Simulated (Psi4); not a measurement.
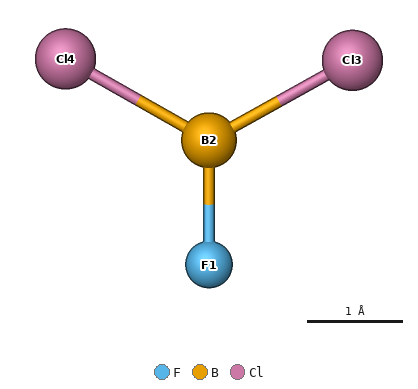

The structure as given in the input (ball-and-stick view, seen on its broad side; atoms are numbered from 1 in the order of the input). Bond lengths as drawn: B–Cl 1.74 Å and B–F 1.31 Å.

# Run report: BCl$_{2}$F, single-point calculation

BCl$_{2}$F, multiplicity 3, computed with MN15/aug-cc-pVDZ, UKS (Psi4 1.11).

The geometry is that of the parent species in another charge or spin state. The geometry comes from this level: PBE0-D4/def2-TZVP.

### Log
```
Psi4 1.11 release

   => Loading Basis Set <=

    Name: AUG-CC-PVDZ
    Role: ORBITAL
    Keyword: BASIS

         ---------------------------------------------------------
                                   SCF
                              UKS Reference
                        1 Threads,   1525 MiB Core
         ---------------------------------------------------------

  ==> Geometry <==

    Molecular point group: c1
    Full point group: C1

    Geometry (in Angstrom), charge = 0, multiplicity = 3:

       Center              X                  Y                   Z               Mass
    ------------   -----------------  -----------------  -----------------  -----------------
         F            0.134541614209    -1.370849327020    -0.918972504086    18.998403162730
         B            0.028081614209    -0.286139327020    -0.191822504086    11.009305360000
         CL          -1.529368385791     0.168250672980     0.433637495914    34.968852682000
         CL           1.447431614209     0.666610672980     0.126027495914    34.968852682000

  Running in c1 symmetry.

  Rotational constants: A =      0.23681  B =      0.10475  C =      0.07263 [cm^-1]
  Rotational constants: A =   7099.39342  B =   3140.31978  C =   2177.24512 [MHz]
  Nuclear repulsion =  181.669072785720459

  Charge       = 0
  Multiplicity = 3
  Electrons    = 48
  Nalpha       = 25
  Nbeta        = 23

  ==> Algorithm <==

  SCF Algorithm Type is PK.
  DIIS enabled.
  MOM disabled.
  Fractional occupation disabled.
  Guess Type is SAD.
  Energy threshold   = 1.00e-06
  Density threshold  = 1.00e-06
  Integral threshold = 1.00e-12

  ==> Primary Basis <==

  Basis Set: AUG-CC-PVDZ
    Blend: AUG-CC-PVDZ
    Number of shells: 40
    Number of basis functions: 100
    Number of Cartesian functions: 108
    Spherical Harmonics?: true
    Max angular momentum: 2

  ==> DFT Potential <==

   => LibXC <=

    Version 7.1.2

   => Composite Functional: MN15 <=

   MN15 Hybrid Meta-GGA Exchange-Correlation Functional

    Deriv               =              1
    GGA                 =           TRUE
    Meta                =           TRUE

    Exchange Hybrid     =           TRUE
    MP2 Hybrid          =          FALSE

   => Exchange Functionals <=

    1.0000   XC_HYB_MGGA_X_MN15

   => Exact (HF) Exchange <=

    0.4400               HF

   => Correlation Functionals <=

    1.0000   XC_MGGA_C_MN15

   => LibXC Density Thresholds  <==

    XC_MGGA_C_MN15:  1.00E-15
    XC_HYB_MGGA_X_MN15:  1.00E-15

   => Molecular Quadrature <=

    Radial Scheme          =       TREUTLER
    Pruning Scheme         =           NONE
    Nuclear Scheme         =       TREUTLER

    Blocking Scheme        =         OCTREE
    BS radius alpha        =              1
    Pruning alpha          =              1
    Radial Points          =             75
    Spherical Points       =            302
    Total Points           =          88407
    Total Blocks           =            760
    Max Points             =            256
    Max Functions          =            100
    Weights Tolerance      =       1.00E-15

  ==> Integral Setup <==

  Using in-core PK algorithm.
   Calculation information:
      Number of atoms:                   4
      Number of AO shells:              40
      Number of primitives:            156
      Number of atomic orbitals:       108
      Number of basis functions:       100

      Integral cutoff                 1.00e-12
      Number of threads:                 1

  Performing in-core PK
  Using 25507550 doubles for integral storage.
  We computed 334776 shell quartets total.
  Whereas there are 336610 unique shell quartets.

  ==> DiskJK: Disk-Based J/K Matrices <==

    J tasked:                  Yes
    K tasked:                  Yes
    wK tasked:                  No
    Memory [MiB]:              762
    Schwarz Cutoff:          1E-12

  Cached 50.0% of DFT collocation blocks in 0.292 [GiB].

  Minimum eigenvalue in the overlap matrix is 4.1940988569E-04.
  Reciprocal condition number of the overlap matrix is 6.6325849965E-05.
    Using symmetric orthogonalization.

  ==> Pre-Iterations <==

  SCF Guess: Superposition of Atomic Densities via on-the-fly atomic UHF (no occupation information).

   -------------------------
    Irrep   Nso     Nmo
   -------------------------
     A        100     100
   -------------------------
    Total     100     100
   -------------------------

  ==> Iterations <==

                        Total Energy        Delta E     RMS |[F,P]|

   @UKS iter SAD: -1044.66829786703420   -1.04467e+03   0.00000e+00
   @UKS iter   1: -1044.58255292371450    8.57449e-02   4.74647e-03 DIIS/ADIIS
   @UKS iter   2: -1044.34030060025452    2.42252e-01   9.25426e-03 DIIS/ADIIS
   @UKS iter   3: -1044.67194274970620   -3.31642e-01   1.30144e-03 DIIS/ADIIS
   @UKS iter   4: -1044.67904284885572   -7.10010e-03   3.32326e-04 DIIS/ADIIS
   @UKS iter   5: -1044.67980453767882   -7.61689e-04   1.43440e-04 DIIS/ADIIS
   @UKS iter   6: -1044.67994550871845   -1.40971e-04   3.30165e-05 DIIS
   @UKS iter   7: -1044.67997587514151   -3.03664e-05   1.84689e-05 DIIS
   @UKS iter   8: -1044.67998498488578   -9.10974e-06   9.76398e-06 DIIS
   @UKS iter   9: -1044.67998861633328   -3.63145e-06   4.35589e-06 DIIS
   @UKS iter  10: -1044.67998983510029   -1.21877e-06   1.46303e-06 DIIS
   @UKS iter  11: -1044.67999003969521   -2.04595e-07   4.43999e-07 DIIS
  Energy and wave function converged.

  ==> Post-Iterations <==

   Electrons on quadrature grid:
      Nalpha   =   24.9999996676 ; deviation = -3.324e-07
      Nbeta    =   22.9999997323 ; deviation = -2.677e-07
      Ntotal   =   47.9999993998 ; deviation = -6.002e-07

   @Spin Contamination Metric:   6.373611258E-03
   @S^2 Expected:                2.000000000E+00
   @S^2 Observed:                2.006373611E+00
   @S   Expected:                1.000000000E+00
   @S   Observed:                1.000000000E+00

    Orbital Energies [Eh]
    ---------------------

    Alpha Occupied:

       1A   -100.457996     2A   -100.457993     3A    -24.297070
       4A     -9.241219     5A     -9.241158     6A     -7.270405
       7A     -7.270402     8A     -7.262955     9A     -7.262951
      10A     -7.254930    11A     -7.254928    12A     -6.767856
      13A     -1.243723    14A     -0.947157    15A     -0.919897
      16A     -0.607063    17A     -0.551259    18A     -0.550146
      19A     -0.521239    20A     -0.453671    21A     -0.452566
      22A     -0.446208    23A     -0.426438    24A     -0.424388
      25A     -0.127891

    Alpha Virtual:

      26A      0.027596    27A      0.057119    28A      0.065662
      29A      0.066629    30A      0.084129    31A      0.111944
      32A      0.120697    33A      0.135436    34A      0.136609
      35A      0.153435    36A      0.163925    37A      0.166713
      38A      0.192496    39A      0.201123    40A      0.218690
      41A      0.226407    42A      0.228744    43A      0.251197
      44A      0.275498    45A      0.285591    46A      0.289401
      47A      0.353582    48A      0.374366    49A      0.382816
      50A      0.383908    51A      0.406053    52A      0.410056
      53A      0.440427    54A      0.467696    55A      0.481134
      56A      0.500361    57A      0.524273    58A      0.534619
      59A      0.547320    60A      0.562246    61A      0.651505
      62A      0.704201    63A      0.778529    64A      0.803808
      65A      0.825995    66A      0.862831    67A      0.901098
      68A      0.941462    69A      0.949664    70A      0.958414
      71A      0.977964    72A      1.028792    73A      1.057487
      74A      1.150074    75A      1.159481    76A      1.169544
      77A      1.181882    78A      1.191698    79A      1.226069
      80A      1.228545    81A      1.248006    82A      1.257898
      83A      1.287151    84A      1.391126    85A      1.392074
      86A      1.436002    87A      1.480234    88A      1.520575
      89A      1.573279    90A      1.609925    91A      1.688213
      92A      1.779767    93A      2.027589    94A      2.061840
      95A      3.239834    96A      4.463137    97A      4.489883
      98A      4.535615    99A      4.580713   100A      4.605209

    Beta Occupied:

       1A   -100.454994     2A   -100.454991     3A    -24.293851
       4A     -9.237922     5A     -9.237872     6A     -7.265550
       7A     -7.265547     8A     -7.261088     9A     -7.261084
      10A     -7.252637    11A     -7.252635    12A     -6.760385
      13A     -1.237676    14A     -0.922934    15A     -0.894146
      16A     -0.591099    17A     -0.534117    18A     -0.525291
      19A     -0.497295    20A     -0.436058    21A     -0.425265
      22A     -0.407515    23A     -0.394952

    Beta Virtual:

      24A     -0.276341    25A      0.037163    26A      0.057927
      27A      0.058533    28A      0.066357    29A      0.073507
      30A      0.097073    31A      0.115239    32A      0.138256
      33A      0.138333    34A      0.154058    35A      0.155716
      36A      0.169882    37A      0.179173    38A      0.196851
      39A      0.213185    40A      0.232613    41A      0.234428
      42A      0.243504    43A      0.262563    44A      0.280953
      45A      0.289391    46A      0.293428    47A      0.367415
      48A      0.390169    49A      0.391749    50A      0.405907
      51A      0.411657    52A      0.455894    53A      0.474415
      54A      0.475039    55A      0.507170    56A      0.511112
      57A      0.543696    58A      0.559696    59A      0.563688
      60A      0.585244    61A      0.661661    62A      0.705679
      63A      0.790509    64A      0.824731    65A      0.834417
      66A      0.895791    67A      0.930263    68A      0.974241
      69A      0.994145    70A      0.994994    71A      1.014079
      72A      1.063378    73A      1.082430    74A      1.172173
      75A      1.182287    76A      1.187266    77A      1.197968
      78A      1.218447    79A      1.240543    80A      1.245704
      81A      1.261714    82A      1.262505    83A      1.317984
      84A      1.401513    85A      1.423866    86A      1.440353
      87A      1.489881    88A      1.532347    89A      1.588100
      90A      1.631793    91A      1.731181    92A      1.798506
      93A      2.045767    94A      2.073001    95A      3.247333
      96A      4.465580    97A      4.492932    98A      4.537849
      99A      4.579735   100A      4.605183

    Final Occupation by Irrep:
              A
    DOCC [    23 ]
    SOCC [     2 ]
    NA   [    25 ]
    NB   [    23 ]

  @UKS Final Energy: -1044.67999003969521

   => Energetics <=

    Nuclear Repulsion Energy =            181.6690727857204593
    One-Electron Energy =               -1804.2302838790228634
    Two-Electron Energy =                 618.2411658794188725
    DFT Exchange-Correlation Energy =     -40.3599448258116240
    Empirical Dispersion Energy =           0.0000000000000000
    VV10 Nonlocal Energy =                  0.0000000000000000
    Total Energy =                      -1044.6799900396952125

  UHF NO Occupations:
  HONO-2 :   23  A 1.9984872
  HONO-1 :   24  A 1.0000000
  HONO-0 :   25  A 1.0000000
  LUNO+0 :   26  A 0.0015128
  LUNO+1 :   27  A 0.0007293
  LUNO+2 :   28  A 0.0003314
  LUNO+3 :   29  A 0.0001928

Computation Completed

Properties will be evaluated at   0.000000,   0.000000,   0.000000 [a0]

Properties computed using the SCF density matrix

 Multipole Moments:

 ------------------------------------------------------------------------------------
     Multipole            Electronic (a.u.)      Nuclear  (a.u.)        Total (a.u.)
 ------------------------------------------------------------------------------------

 L = 1.  Multiply by 2.5417464519 to convert [e a0] to [Debye]
 Dipole X            :          0.0294222           -0.0786930           -0.0492707
 Dipole Y            :         -0.2995221            0.8018151            0.5022930
 Dipole Z            :         -0.2007897            0.5375133            0.3367236
 Magnitude           :                                                    0.6067196

 ------------------------------------------------------------------------------------

	total time  =         23 seconds =       0.38 minutes

  Variable Map:
  ----------------------------------------------------------------------------
  "CURRENT ENERGY"              =>   -1044.679990039695
  "CURRENT REFERENCE ENERGY"    =>   -1044.679990039695
  "DD SOLVATION ENERGY"         =>       0.000000000000
  "DFT FUNCTIONAL TOTAL ENERGY" =>   -1044.679990039695
  "DFT TOTAL ENERGY"            =>   -1044.679990039695
  "DFT VV10 ENERGY"             =>       0.000000000000
  "DFT XC ENERGY"               =>     -40.359944825812
  "GRID ELECTRONS ALPHA"        =>      24.999999667581
  "GRID ELECTRONS BETA"         =>      22.999999732250
  "GRID ELECTRONS TOTAL"        =>      47.999999399831
  "NUCLEAR REPULSION ENERGY"    =>     181.669072785720
  "ONE-ELECTRON ENERGY"         =>   -1804.230283879023
  "PCM POLARIZATION ENERGY"     =>       0.000000000000
  "PE ENERGY"                   =>       0.000000000000
  "SCF ITERATION ENERGY"        =>   -1044.679990039695
  "SCF ITERATIONS"              =>      11.000000000000
  "SCF TOTAL ENERGY"            =>   -1044.679990039695
  "TWO-ELECTRON ENERGY"         =>     618.241165879419
  "XC GRID RADIAL POINTS"       =>      75.000000000000
  "XC GRID SPHERICAL POINTS"    =>     302.000000000000
  "XC GRID TOTAL POINTS"        =>   88407.000000000000

  Array Variable Map:
  ----------------------------------------------------------------------------
  "CURRENT DIPOLE"              =>      -0.049270711806 ... 0.336723625829 1 by 3
  "SCF DIPOLE"                  =>      -0.049270711806 ... 0.336723625829 1 by 3
  "SCF TOTAL ENERGIES"          =>   -1044.668297867034 ... -1044.679990039695 1 by 12

    Psi4 run time: 0:00:23.76
```

This output came from the following input.

### The input (input.dat)
```
memory 1600 MB

molecule {
  0 3
  F      0.114370    -1.165320    -0.781190
  B      0.007910    -0.080610    -0.054040
  Cl    -1.549540     0.373780     0.571420
  Cl     1.427260     0.872140     0.263810
  symmetry c1
}

set globals {
  basis                aug-cc-pVDZ
  reference            uks
  puream               true
  scf_type             pk
  dft_radial_points    75
  dft_spherical_points 302
  maxiter              100
}

e = energy('mn15')
print_variables()
```

Launched with:
```bash
psi4 input.dat output.dat -n 1
```

### Summary

```tsv
quantity	value
outcome	converged
total energy	−1044.679990 hartree
basis functions	100
⟨S²⟩	2.006
dipole moment	1.54 D
hardware	1 thread of Intel Xeon @ 2.70GHz, 189 GiB of memory available, shared host
wall time	26 s
peak memory	0.77 GiB
```
